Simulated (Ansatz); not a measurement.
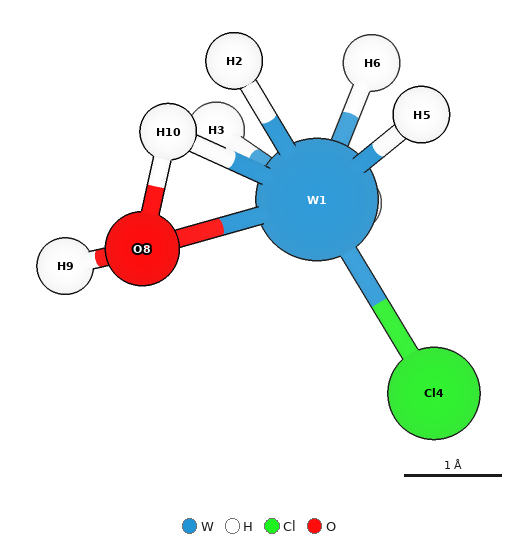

**Figure 1.** The structure (ball-and-stick view, seen at a tilt; atoms are numbered from 1 in the order of the input). Sticks mark near contacts. Bond lengths as drawn: Cl–W 2.35 Å, H–O 0.95 to 1.24 Å, H–W 1.65 to 1.94 Å and O–W 2.07 Å.

Frequency calculation, with input and output: WH7ClO

System: WH7ClO.
Method: RHF/def2-SVP (Ansatz 0.2.0).

It belongs to a series of runs on one base structure; here: vibrations at the highest image of the band. Figures and captions count atoms from 1; the log counts them from 0 in places.

## Input
```yaml
crystal:
  periodic: [false, false, false]
  atoms:
    - { symbol: W, position_ang: [0.110469, 0.545394, 0.066213] }
    - { symbol: H, position_ang: [0.183822, -0.400178, 1.664309] }
    - { symbol: H, position_ang: [1.357334, -0.56304, 0.007334] }
    - { symbol: Cl, position_ang: [-0.54957, 2.386645, -1.2294] }
    - { symbol: H, position_ang: [-1.429685, 0.142564, 0.57679] }
    - { symbol: H, position_ang: [-0.380192, -1.016161, -0.198145] }
    - { symbol: H, position_ang: [0.523238, -0.112397, -1.390175] }
    - { symbol: O, position_ang: [1.390307, 1.386381, 1.458422] }
    - { symbol: H, position_ang: [2.336299, 1.348994, 1.418988] }
    - { symbol: H, position_ang: [0.864477, 0.327995, 1.844067] }
basis:
  gaussian: { orbitals: def2-SVP }
hamiltonian:
  xc: hf
phonons: {}
```

Hardware: 1 thread of Arm Neoverse V1, 24 GiB of memory available, shared host.

Command:
```bash
ansatz run input.yaml --threads 1 --pin off --max-ram 2048MiB --backend cpu --events-out ev --progress --plain --runs-dir out
```

## Output
```
Engine: ansatz 0.2.0, aarch64-unknown-linux-gnu
Functional definition: HF
  exchange = exact_x
  correlation = 0
1051 factors; integrals over basis functions are off by at most 4.4e-4 eV
mean field evaluation 1: about -16446.2367 eV, gradient 3.5e1 eV
mean field evaluation 2: about -16446.4279 eV, gradient 3.5e1 eV
mean field evaluation 4: about -16449.0888 eV, gradient 4.5e0 eV
mean field evaluation 8: about -16449.1598 eV, gradient 1.8e-1 eV
mean field -16449.16015486 eV, -604.4954860499 hartree, gradient 3.3e-5 eV, S^2 0.000000; 0 other end points of the search recorded, 0 dependent functions left out
the calculation of the forces begins
reference -16449.16015486 eV, -604.4954860499 hartree; 23, 23 occupied and 76, 76 virtual orbitals, 1051 factors
these checks for a lower state are left out or cut short: stability, starts, cluster_reference, orbital_swaps, neighbouring_geometries, increment
1051 factors; integrals over basis functions are off by at most 4.4e-4 eV
mean field evaluation 16: about -16449.1600 eV, gradient 9.7e-4 eV
mean field -16449.15999891 eV, -604.4954803187 hartree, gradient 1.8e-6 eV, S^2 0.000000; 0 other end points of the search recorded, 0 dependent functions left out
[... from here on the field's lines of each further geometry are left out, up to the last ...]
the calculation of the forces begins
reference -16449.16011909 eV, -604.4954847352 hartree; 23, 23 occupied and 76, 76 virtual orbitals, 1051 factors
these checks for a lower state are left out or cut short: stability, starts, cluster_reference, orbital_swaps, neighbouring_geometries, increment
1051 factors; integrals over basis functions are off by at most 4.4e-4 eV
mean field -16449.16011835 eV, -604.4954847080 hartree, gradient 3.0e-6 eV, S^2 0.000000; 0 other end points of the search recorded, 0 dependent functions left out
the calculation of the forces begins
reference -16449.16011835 eV, -604.4954847080 hartree; 23, 23 occupied and 76, 76 virtual orbitals, 1051 factors
WARN: phonons: modes at or below zero, which the zero-point energy, F, S and C_V leave out: 1, the lowest at -1785.81 cm⁻¹. A minimum has none, and a first-order saddle one
Total energy: -16449.16015486 eV, -604.4954860499 hartree
Atom 0 at     0.110469     0.545394     0.066213 Å, force    -0.003139    -0.002132    -0.001806 eV/Å
Atom 1 at     0.183822    -0.400178     1.664309 Å, force     0.000394    -0.000370    -0.000157 eV/Å
Atom 2 at     1.357334    -0.563040     0.007334 Å, force     0.000437    -0.000308     0.000357 eV/Å
Atom 3 at    -0.549570     2.386645    -1.229400 Å, force    -0.000169     0.000134    -0.000699 eV/Å
Atom 4 at    -1.429685     0.142564     0.576790 Å, force     0.000626    -0.000102    -0.000797 eV/Å
Atom 5 at    -0.380192    -1.016161    -0.198145 Å, force     0.000726     0.001454     0.000624 eV/Å
Atom 6 at     0.523238    -0.112397    -1.390175 Å, force    -0.000900    -0.000254    -0.000770 eV/Å
Atom 7 at     1.390307     1.386381     1.458422 Å, force     0.006992     0.001626     0.004482 eV/Å
Atom 8 at     2.336299     1.348994     1.418988 Å, force    -0.002648     0.000959    -0.001369 eV/Å
Atom 9 at     0.864477     0.327995     1.844067 Å, force    -0.002319    -0.001008     0.000133 eV/Å
Dipole moment:     0.524537    -0.134912     0.407002 e Å
Vibrations: -1785.81 130.37 305.24 367.98 391.31 554.53 588.93 623.10 699.92 785.18 873.12 929.69 991.97 1038.68 1158.23 1220.52 1389.92 1914.63 2067.41 2162.57 2195.10 2238.97 2270.13 4159.27 cm⁻¹, zero-point energy 1.801290 eV
```

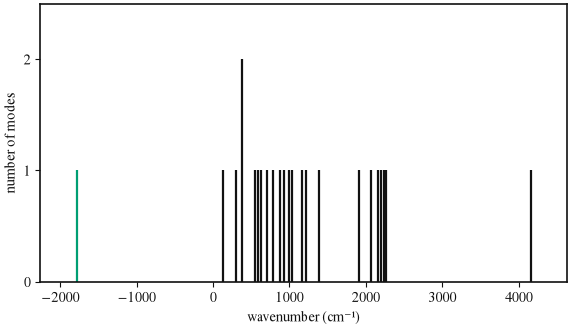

**Figure 2.** Harmonic vibrational wavenumbers from the force constants; neighbouring modes closer than 27 cm⁻¹ are counted in one stick, and imaginary ones are drawn at negative wavenumbers. 24 modes from 1786i to 4159 cm⁻¹, 1 imaginary beyond 8i (1786i cm⁻¹): a first-order saddle point, if the geometry is stationary.

## Results in brief

- outcome: converged
- total energy: −16449.1602 eV
- mean-field energy: −16449.1602 eV
- largest force (length of the vector): 0.008 eV/Å
- wall time: 2 min
- peak memory: 0.18 GiB
